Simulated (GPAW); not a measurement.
Band structure of CaMg₆Sn (Amm2, 8 atoms in the cell).

```yaml
crystal:
  lattice:
    - [5.20736, 0.00000, 0.00000]
    - [0.00000, 3.20324, 5.92079]
    - [0.00000, -3.20324, 5.92079]
  atoms:
    - { symbol: Ca, position: [0.50000, 0.16945, 0.16945] }
    - { symbol: Mg, position: [0.50000, 0.66644, 0.16834] }
    - { symbol: Mg, position: [0.50000, 0.16834, 0.66644] }
    - { symbol: Mg, position: [0.00000, 0.82625, 0.33145] }
    - { symbol: Mg, position: [0.00000, 0.33145, 0.82625] }
    - { symbol: Mg, position: [0.00000, 0.33739, 0.33739] }
    - { symbol: Mg, position: [0.00000, 0.83538, 0.83538] }
    - { symbol: Sn, position: [0.50000, 0.66529, 0.66529] }
```

Level of theory: PBEsol, GPAW PAW datasets PBEsol (made by gpaw-setup) (plane waves; GPAW).

Settings: mode = pw; ecut = 800 eV; xc = PBEsol; kpts = 4 3 3; mesh shift (steps) = 0 0 0; occupations.name = fermi-dirac; occupations.width = 0.1 eV; nbands = -14; convergence.density = 1e-05 e/electron; convergence.energy = 1e-05 eV/electron; symmetry.symmorphic = false; symmetry.tolerance = 0.0005; maxiter = 120; bandpath_npoints = 40.

The starting cell comes from a database of computed structures (which also holds hypothetical and non-ambient phases and stackings), without a prior relaxation at this level.

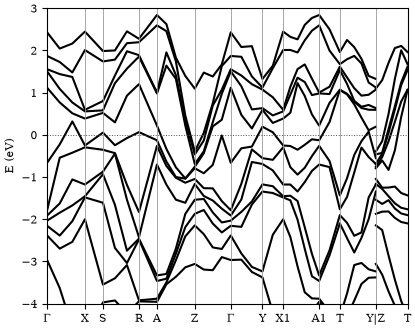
*Bands along the path, energies from the Fermi level.*

Levels in eV from the Fermi level, bands 39 to 46:
| point | 39 | 40 | 41 | 42 | 43 | 44 | 45 | 46 |
|---|---|---|---|---|---|---|---|---|
| Γ | -2.03 | -1.91 | -1.79 | -0.66 | 1.12 | 1.51 | 1.56 | 1.87 |
| X | -1.45 | -1.18 | -0.29 | -0.25 | 0.39 | 0.56 | 0.59 | 2.01 |
| S | -0.93 | -0.87 | -0.35 | 0.05 | 0.52 | 0.58 | 0.80 | 1.74 |
| R | -2.46 | -2.42 | -1.83 | 0.07 | 1.20 | 1.86 | 1.89 | 2.20 |
| A | -3.33 | -0.70 | -0.26 | -0.13 | 0.22 | 0.98 | 1.00 | 2.60 |
| Z | -1.54 | -1.16 | -1.04 | -0.79 | -0.75 | -0.69 | -0.46 | -0.39 |
| Y | -1.17 | -0.69 | -0.55 | 0.19 | 0.59 | 0.63 | 1.07 | 1.12 |
| X1 | -1.45 | -1.18 | -0.29 | -0.25 | 0.39 | 0.56 | 0.59 | 2.01 |
| A1 | -3.33 | -0.70 | -0.26 | -0.13 | 0.22 | 0.98 | 1.00 | 2.60 |
| T | -1.90 | -1.76 | -1.43 | 1.06 | 1.07 | 1.54 | 1.62 | 1.68 |

Bands cross the Fermi level along this path, so the cell is metallic at this level.
